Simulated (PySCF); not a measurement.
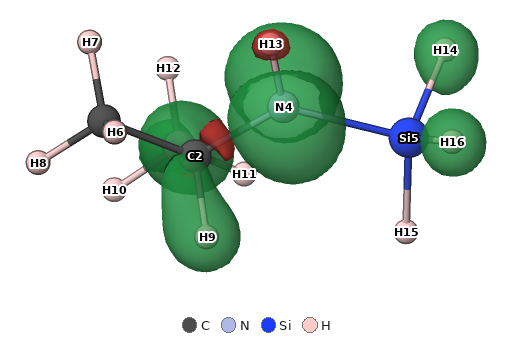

*C3H11NSi (SMILES CC(C)[NH+][SiH3]) (charge +1, doublet). Isosurfaces of the spin density at +0.03 (green) and −0.03 e/Å³ (red), seen from one side.*

Geometry: GFN2-xTB.

Theory: PySCF, UKS B3LYP, pcH-1 on C H N Si, non-relativistic, mean-field spin-orbit, GIAO.

```xyz
16

C    -1.6058    1.0607   -0.2922
C    -0.4829    0.2215    0.2756
C    -0.8679   -1.2861    0.3395
N     0.7337    0.3815   -0.4177
Si    2.3648   -0.0979    0.0450
H    -1.3394    2.1167   -0.2802
H    -1.8257    0.7828   -1.3225
H    -2.5129    0.9290    0.2905
H    -0.3019    0.4866    1.3317
H    -1.7638   -1.3938    0.9432
H    -0.0671   -1.8735    0.7781
H    -1.0621   -1.6414   -0.6692
H     0.6196    0.8308   -1.3208
H     2.7521   -1.0215   -1.0296
H     2.2523   -0.6559    1.3849
H     3.0995    1.1694   -0.0678
```

### Where is the unpaired spin?

The unpaired spin (1 electron) lies mostly on N4 (about 0.6), C3 (about 0.1) and C2 (about 0.1), in electrons by Hirshfeld's partition.
